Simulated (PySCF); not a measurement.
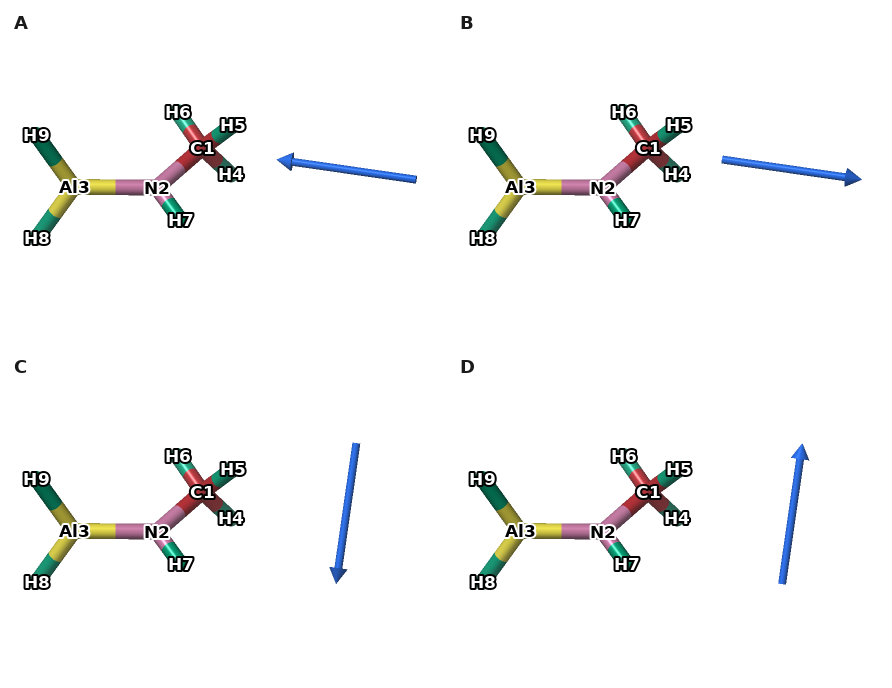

The same molecule four times, each with an arrow. The computed structure is the end point of a GFN2-xTB optimisation. No frequency run is at hand to confirm it as a minimum. Level of theory: CAM-B3LYP/def2-SVPD, gas phase (PySCF 2.14.0).

Which arrow points along the dipole moment, from the negative to the positive end?

Answer. B. The dipole moment is 1.18 D; it points from the side of H8, H9 to the side of H4, H5 (the outermost atoms at the two ends).

The geometry is semi-empirical. Around Al such bond lengths and angles can be off by a tenth of an ångström or more and by several degrees, and values that hang on the shape move with them.
